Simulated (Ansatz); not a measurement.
**Run report: CH₈OSn, nudged elastic band**

- system: CH₈OSn
- method: RKS PBE-D4/def2-SVP (Ansatz 0.2.0)

One setting was made poor on purpose. It belongs to a series of runs on one base structure; here: band between the two ends. Figures and captions count atoms from 1; the log counts them from 0 in places.

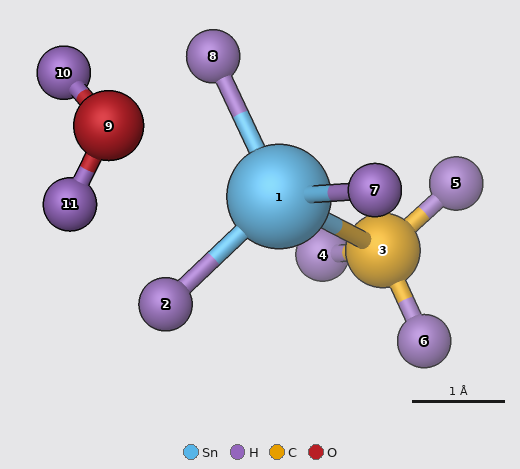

The input geometry (ball-and-stick view, seen at a tilt; atoms are numbered from 1 in the order of the input). Sticks mark near contacts. Bond lengths as drawn: C–H 1.11 Å, C–Sn 2.18 Å, H–O 0.98 Å and H–Sn 1.72 to 1.74 Å.

**Summary**

| quantity | value |
| --- | --- |
| outcome | converged |
| barrier, forward | 0.473 eV |
| barrier, backward | 0.349 eV |
| hardware | 2 threads of Arm Neoverse V1, 24 GiB of memory available, shared host |
| wall time | 77 s (CPU time 2.5 min) |
| peak memory | 0.13 GiB |

**Notes**

A deliberately poor setting: few images. The order of the saddle point was not checked.

**Input file**
```yaml
crystal:
  periodic: [false, false, false]
  atoms:
    - { symbol: Sn, position_ang: [0.208494, 0.088918, -0.092403] }
    - { symbol: H, position_ang: [0.225035, -0.221003, 1.615243] }
    - { symbol: C, position_ang: [2.266897, -0.00675, -0.798214] }
    - { symbol: H, position_ang: [2.693511, -1.007222, -0.592448] }
    - { symbol: H, position_ang: [2.300259, 0.181833, -1.888553] }
    - { symbol: H, position_ang: [2.878133, 0.758825, -0.282672] }
    - { symbol: H, position_ang: [-0.435734, 1.650939, -0.429194] }
    - { symbol: H, position_ang: [-0.692714, -1.154633, -0.893608] }
    - { symbol: O, position_ang: [-2.731436, 0.032135, 1.093243] }
    - { symbol: H, position_ang: [-2.795187, -0.895621, 0.797516] }
    - { symbol: H, position_ang: [-2.296858, -0.057121, 1.962491] }
basis:
  gaussian: { orbitals: def2-SVP }
hamiltonian:
  xc: pbe
  dispersion: d4
neb:
  order_check: false
  images: 3
  f_tol: 0.05
  max_iterations: 60
  climbing: false
  final_atoms:
    - { symbol: Sn, position_ang: [-0.29593531, 0.14108595, -1.0357401] }
    - { symbol: H, position_ang: [-0.69802389, 0.20719732, 3.48012149] }
    - { symbol: C, position_ang: [1.80217695, -0.13640423, -0.63673875] }
    - { symbol: H, position_ang: [1.94555205, -1.15747432, -0.23325654] }
    - { symbol: H, position_ang: [2.39327721, -0.0202389, -1.56583478] }
    - { symbol: H, position_ang: [2.13977871, 0.60423942, 0.11289532] }
    - { symbol: H, position_ang: [-0.78949157, 1.80677788, -1.11720343] }
    - { symbol: H, position_ang: [-0.8421224, -0.71454983, -2.44843576] }
    - { symbol: O, position_ang: [-1.14395376, -0.7263261, 0.58988927] }
    - { symbol: H, position_ang: [-2.11071385, -0.58734853, 0.59238772] }
    - { symbol: H, position_ang: [-0.78014415, -0.04665867, 2.75331656] }
  initial_path:
    images:
      - { positions_ang: [[0.208494, 0.088918, -0.092403], [0.225035, -0.221003, 1.615243], [2.266897, -0.00675, -0.798214], [2.693511, -1.007222, -0.592448], [2.300259, 0.181833, -1.888553], [2.878133, 0.758825, -0.282672], [-0.435734, 1.650939, -0.429194], [-0.692714, -1.154633, -0.893608], [-2.731436, 0.032135, 1.093243], [-2.795187, -0.895621, 0.797516], [-2.296858, -0.057121, 1.962491]] }
      - { positions_ang: [[0.10436102, 0.04457377, -0.04642863], [0.108531, -0.11262744, 1.85238392], [2.14865908, -0.00341413, -0.75335482], [2.53559482, -1.02681941, -0.71496295], [2.19179098, 0.3557002, -1.78550756], [2.77906892, 0.63763992, -0.12700189], [-0.62572351, 1.53647602, -0.50460357], [-0.75549227, -1.28610613, -0.73985997], [-2.43934339, 0.01639314, 0.89848505], [-2.74292938, -0.76147374, 0.46322924], [-1.68411728, -0.03004221, 1.94902217]] }
      - { positions_ang: [[0.00022805, 0.00022955, -0.00045426], [-0.00797299, -0.00425187, 2.08952485], [2.03042116, -7.825e-05, -0.70849564], [2.37767864, -1.04641683, -0.83747789], [2.08332297, 0.52956739, -1.68246212], [2.68000483, 0.51645484, 0.02866822], [-0.81571303, 1.42201305, -0.58001314], [-0.81827054, -1.41757925, -0.58611195], [-2.14725077, 0.00065127, 0.70372711], [-2.69067175, -0.62732649, 0.12894248], [-1.07137656, -0.00296341, 1.93555334]] }
      - { positions_ang: [[-0.14785363, 0.07065775, -0.51809718], [-0.35299844, 0.10147272, 2.78482317], [1.91629906, -0.06824124, -0.67261719], [2.16161534, -1.10194557, -0.53536721], [2.23830009, 0.25466425, -1.62414845], [2.40989177, 0.56034713, 0.07078177], [-0.8026023, 1.61439546, -0.84860829], [-0.83019647, -1.06606454, -1.51727386], [-1.64560226, -0.36283741, 0.64680819], [-2.4006928, -0.60733751, 0.3606651], [-0.92576035, -0.02481104, 2.34443495]] }
      - { positions_ang: [[-0.29593531, 0.14108595, -1.0357401], [-0.69802389, 0.20719732, 3.48012149], [1.80217695, -0.13640423, -0.63673875], [1.94555205, -1.15747432, -0.23325654], [2.39327721, -0.0202389, -1.56583478], [2.13977871, 0.60423942, 0.11289532], [-0.78949157, 1.80677788, -1.11720343], [-0.8421224, -0.71454983, -2.44843576], [-1.14395376, -0.7263261, 0.58988927], [-2.11071385, -0.58734853, 0.59238772], [-0.78014415, -0.04665867, 2.75331656]] }
```

Command:
```bash
ansatz run input.yaml --threads 2 --pin off --max-ram 3072MiB --backend cpu --events-out ev --progress --plain --runs-dir out
```

**What the program printed**
```
Engine: ansatz 0.2.0, aarch64-unknown-linux-gnu
Functional definition: PBE
  parameter kappa = 0.804
  parameter beta = 0.06672455060314922
  exchange = pbe_x(kappa = kappa, mu = beta*pi^2/3)
  correlation = pbe_c(beta = beta)
1056 factors; their error is unknown
mean field evaluation 1: about -9026.8497 eV, gradient 7.2e1 eV
mean field evaluation 2: about -8996.5259 eV, gradient 1.3e2 eV
mean field evaluation 4: about -9038.0181 eV, gradient 1.1e1 eV
mean field evaluation 8: about -9038.3012 eV, gradient 1.2e-1 eV
mean field evaluation 16: about -9038.2791 eV, gradient 6.7e-5 eV
mean field -9038.27913872 eV, -332.1506319822 hartree, gradient 6.7e-5 eV, S^2 0.000000; 0 other end points of the search recorded, 0 dependent functions left out
the calculation of the forces begins
reference -9038.27918067 eV, -332.1506335240 hartree; 22, 22 occupied and 72, 72 virtual orbitals, 1056 factors
1056 factors; their error is unknown
mean field evaluation 32: about -9038.1489 eV, gradient 4.5e-5 eV
mean field -9038.14892737 eV, -332.1458468036 hartree, gradient 4.5e-5 eV, S^2 0.000000; 0 other end points of the search recorded, 0 dependent functions left out
[... from here on the field's lines of each further geometry are left out, up to the last ...]
NEB iter   1: max|band force component| = 8.847e0 eV/Å  barrier→ = 3.2473 eV  barrier← = 3.1229 eV  Δτ_max = 0.2000 Å  (129 SCF iters)
NEB iter   2: max|band force component| = 2.306e0 eV/Å  barrier→ = 2.2004 eV  barrier← = 2.0760 eV  Δτ_max = 0.2000 Å  (100 SCF iters)
NEB iter   3: max|band force component| = 4.378e0 eV/Å  barrier→ = 1.7980 eV  barrier← = 1.6736 eV  Δτ_max = 0.1001 Å  (92 SCF iters)
NEB iter   4: max|band force component| = 7.966e-1 eV/Å  barrier→ = 1.3124 eV  barrier← = 1.1880 eV  Δτ_max = 0.1982 Å  (81 SCF iters)
NEB iter   5: max|band force component| = 4.048e-1 eV/Å  barrier→ = 0.9123 eV  barrier← = 0.7879 eV  Δτ_max = 0.1979 Å  (77 SCF iters)
NEB iter   6: max|band force component| = 2.464e-1 eV/Å  barrier→ = 0.6672 eV  barrier← = 0.5428 eV  Δτ_max = 0.1326 Å  (78 SCF iters)
NEB iter   7: max|band force component| = 2.857e-1 eV/Å  barrier→ = 0.6087 eV  barrier← = 0.4843 eV  Δτ_max = 0.0666 Å  (80 SCF iters)
NEB iter   8: max|band force component| = 1.917e-1 eV/Å  barrier→ = 0.5740 eV  barrier← = 0.4496 eV  Δτ_max = 0.0671 Å  (81 SCF iters)
NEB iter   9: max|band force component| = 1.674e-1 eV/Å  barrier→ = 0.5455 eV  barrier← = 0.4211 eV  Δτ_max = 0.0672 Å  (81 SCF iters)
NEB iter  10: max|band force component| = 1.791e-1 eV/Å  barrier→ = 0.5269 eV  barrier← = 0.4025 eV  Δτ_max = 0.0334 Å  (81 SCF iters)
NEB iter  11: max|band force component| = 1.089e-1 eV/Å  barrier→ = 0.5144 eV  barrier← = 0.3900 eV  Δτ_max = 0.0334 Å  (80 SCF iters)
NEB iter  12: max|band force component| = 9.020e-2 eV/Å  barrier→ = 0.5027 eV  barrier← = 0.3783 eV  Δτ_max = 0.0334 Å  (79 SCF iters)
NEB iter  13: max|band force component| = 1.319e-1 eV/Å  barrier→ = 0.4891 eV  barrier← = 0.3648 eV  Δτ_max = 0.0167 Å  (80 SCF iters)
NEB iter  14: max|band force component| = 1.066e-1 eV/Å  barrier→ = 0.4855 eV  barrier← = 0.3611 eV  Δτ_max = 0.0167 Å  (82 SCF iters)
NEB iter  15: max|band force component| = 5.247e-2 eV/Å  barrier→ = 0.4828 eV  barrier← = 0.3585 eV  Δτ_max = 0.0334 Å  (81 SCF iters)
the calculation of the forces begins
reference -9038.13293085 eV, -332.1452589423 hartree; 22, 22 occupied and 72, 72 virtual orbitals, 1056 factors
1056 factors; their error is unknown
mean field evaluation 448: about -8927.8793 eV, gradient 1.9e2 eV
mean field -9037.78564551 eV, -332.1324964414 hartree, gradient 1.6e-5 eV, S^2 0.000000; 1 other end points of the search recorded, 0 dependent functions left out
the calculation of the forces begins
reference -9037.78568711 eV, -332.1324979701 hartree; 22, 22 occupied and 72, 72 virtual orbitals, 1056 factors
NEB iter  16: max|band force component| = 3.982e-2 eV/Å  barrier→ = 0.4735 eV  barrier← = 0.3491 eV  Δτ_max = 0.0000 Å  (163 SCF iters)
```

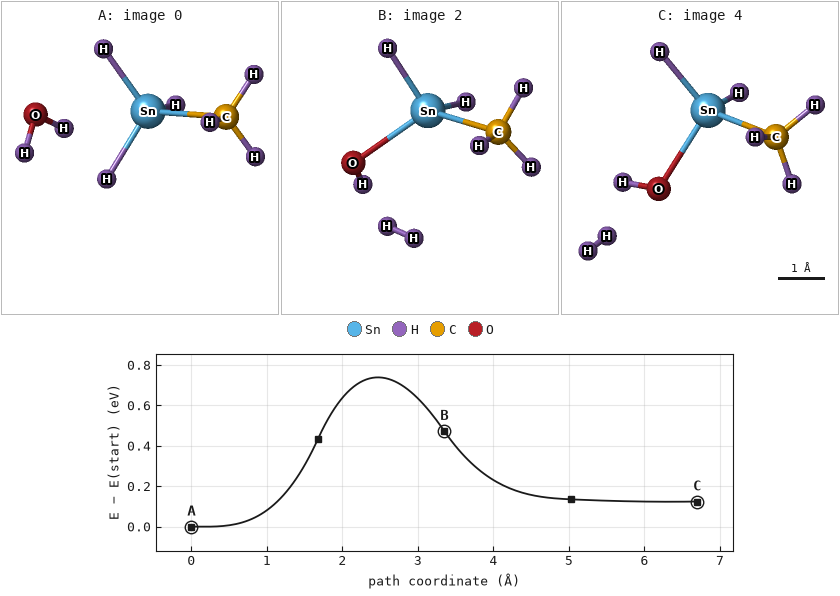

Images of the last band (counted from 0; ball-and-stick, seen at a tilt) above the energy along the path; the line is a cubic interpolation that uses the forces. The highest image is number 2, 0.473 eV above the start and 0.349 eV above the end; the end lies 0.124 eV above the start. The path is 6.70 Å long. The band converged in 16 iterations.

```
Total energy: -9037.96197239 eV, -332.1389763348 hartree
Atom 0 at    -0.437147     0.105245    -0.684159 Å, force    -0.121736     0.014067    -0.122937 eV/Å
Atom 1 at     0.276395    -0.311556     2.176243 Å, force     0.020687    -0.031251     0.299045 eV/Å
Atom 2 at     1.740855     0.014161    -0.416593 Å, force    -0.106008    -0.000317     0.054394 eV/Å
Atom 3 at     2.088620    -0.989034    -0.104868 Å, force    -0.099963    -0.001021     0.048936 eV/Å
Atom 4 at     2.144510     0.227248    -1.431107 Å, force    -0.089160    -0.021139     0.062096 eV/Å
Atom 5 at     2.135769     0.777659     0.279603 Å, force    -0.108716     0.004357     0.047989 eV/Å
Atom 6 at    -0.785580     1.636676    -1.390816 Å, force    -0.022113     0.035061    -0.138427 eV/Å
Atom 7 at    -0.875702    -1.305947    -1.589224 Å, force    -0.016927    -0.004538    -0.154338 eV/Å
Atom 8 at    -1.904469     0.139170     0.761667 Å, force     0.125796     0.038178    -0.164458 eV/Å
Atom 9 at    -2.282220    -0.757326     0.861701 Å, force     0.079975     0.003472    -0.052807 eV/Å
Atom 10 at    -0.480631    -0.165998     2.028955 Å, force     0.338165    -0.036869     0.120506 eV/Å
Dipole moment:     0.267180    -0.246462    -0.212609 e Å
this run last wrote the band of iteration 16 to [file]
```

**The last band as extended XYZ (Å, eV, eV/Å)**
```
11
Properties=species:S:1:pos:R:3:forces:R:3 image=0 energy=-9038.43541
Sn    0.2085    0.0889   -0.0924   -0.0004   0.0011  -0.0025
H     0.2250   -0.2210    1.6152    0.0013   0.0010   0.0014
C     2.2669   -0.0067   -0.7982   -0.0042   0.0001   0.0017
H     2.6935   -1.0072   -0.5924    0.0004  -0.0014   0.0006
H     2.3003    0.1818   -1.8886   -0.0002  -0.0004  -0.0017
H     2.8781    0.7588   -0.2827    0.0012   0.0008   0.0002
H    -0.4357    1.6509   -0.4292    0.0003  -0.0007   0.0006
H    -0.6927   -1.1546   -0.8936    0.0010   0.0004   0.0014
O    -2.7314    0.0321    1.0932    0.0013  -0.0001   0.0024
H    -2.7952   -0.8956    0.7975   -0.0015  -0.0014  -0.0054
H    -2.2969   -0.0571    1.9625    0.0007   0.0007   0.0014
11
Properties=species:S:1:pos:R:3:forces:R:3 image=1 energy=-9038.00294
Sn   -0.0934    0.1041   -0.3593    0.2130  -0.0312   0.1902
H     0.1632   -0.2764    1.4100   -0.0690   0.0996  -0.4453
C     2.0382    0.0082   -0.6039    0.1784   0.0058  -0.1176
H     2.3263   -1.0201   -0.3148    0.1611   0.0020  -0.0762
H     2.4055    0.2601   -1.6112    0.1506  -0.0027  -0.1009
H     2.4326    0.7153    0.1509    0.1673   0.0057  -0.0897
H    -0.7037    1.6382   -0.8908    0.0266  -0.0642   0.2269
H    -0.8816   -1.1472   -1.2852    0.0214   0.0142   0.2223
O    -2.1952    0.0602    1.2430   -0.1872  -0.0626   0.2696
H    -2.5006   -0.8316    0.9865   -0.1126  -0.0432   0.0965
H    -1.3707   -0.1405    1.7661   -0.5497   0.0767  -0.1759
11
Properties=species:S:1:pos:R:3:forces:R:3 image=2 energy=-9037.96193
Sn   -0.4371    0.1052   -0.6842   -0.1217   0.0141  -0.1229
H     0.2764   -0.3116    2.1762    0.0207  -0.0313   0.2990
C     1.7409    0.0142   -0.4166   -0.1060  -0.0003   0.0544
H     2.0886   -0.9890   -0.1049   -0.1000  -0.0010   0.0489
H     2.1445    0.2272   -1.4311   -0.0892  -0.0211   0.0621
H     2.1358    0.7777    0.2796   -0.1087   0.0044   0.0480
H    -0.7856    1.6367   -1.3908   -0.0221   0.0351  -0.1384
H    -0.8757   -1.3059   -1.5892   -0.0169  -0.0045  -0.1543
O    -1.9045    0.1392    0.7617    0.1258   0.0382  -0.1645
H    -2.2822   -0.7573    0.8617    0.0800   0.0035  -0.0528
H    -0.4806   -0.1660    2.0290    0.3382  -0.0369   0.1205
11
Properties=species:S:1:pos:R:3:forces:R:3 image=3 energy=-9038.30020
Sn   -0.4247    0.0843   -1.0692   -0.0013  -0.0041  -0.0051
H     0.2390   -0.1553    3.1472   -0.0019   0.0002   0.0138
C     1.6343   -0.0207   -0.4434   -0.0041  -0.0043  -0.0021
H     1.8757   -1.0615   -0.1572   -0.0028  -0.0002  -0.0004
H     2.3026    0.3019   -1.2645    0.0018   0.0024   0.0019
H     1.7763    0.6400    0.4324   -0.0039   0.0031   0.0000
H    -0.8806    1.6582   -1.6468   -0.0056   0.0000  -0.0046
H    -0.8589   -1.1478   -2.2156    0.0011   0.0003  -0.0092
O    -1.4191   -0.2828    0.6564    0.0148  -0.0085  -0.0033
H    -2.3679   -0.4433    0.4971   -0.0051   0.0127  -0.0026
H    -0.2564   -0.2028    2.5550    0.0070  -0.0016   0.0114
11
Properties=species:S:1:pos:R:3:forces:R:3 image=4 energy=-9038.31106
Sn   -0.2959    0.1411   -1.0357   -0.0261   0.0043  -0.0208
H    -0.6980    0.2072    3.4801   -0.0031  -0.0071  -0.0191
C     1.8022   -0.1364   -0.6367    0.0247  -0.0089  -0.0013
H     1.9456   -1.1575   -0.2333   -0.0027   0.0214  -0.0057
H     2.3933   -0.0202   -1.5658   -0.0144   0.0009   0.0199
H     2.1398    0.6042    0.1129   -0.0049  -0.0132  -0.0107
H    -0.7895    1.8068   -1.1172    0.0081  -0.0107   0.0118
H    -0.8421   -0.7146   -2.4484    0.0095  -0.0019   0.0166
O    -1.1440   -0.7263    0.5899   -0.0212   0.0107  -0.0097
H    -2.1107   -0.5873    0.5924    0.0273  -0.0019   0.0008
H    -0.7801   -0.0467    2.7533    0.0029   0.0065   0.0182
```
